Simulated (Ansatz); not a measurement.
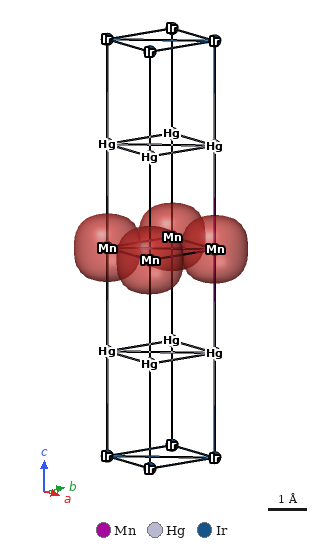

The picture shows: MnHg₂Ir. Isosurface of the magnetisation density (up minus down) at +0.2 e/Å³ (red), seen slightly off an axis. Sticks mark near contacts.

Space group P6/mmm; a structure generated by program, which may or may not match a known phase; spin-polarised.

All numbers below come from Ansatz, DFT PBE, scalar-relativistic, plane waves, PAW.

The density is the valence pseudo-density of a PAW calculation; it isn't the true density close to the nuclei.

Which atoms carry the moments, and with what signs?

Answer. The spin density sits on Mn: +3.7 μB in one cell of 4 atoms, with smaller moments on other sites: Ir (up to +0.29 μB): parallel main moments, as they must be, since the calculation's own cell holds one magnetic site. The cell of the calculation (4 atoms) carries 4.3 μB of net spin moment.
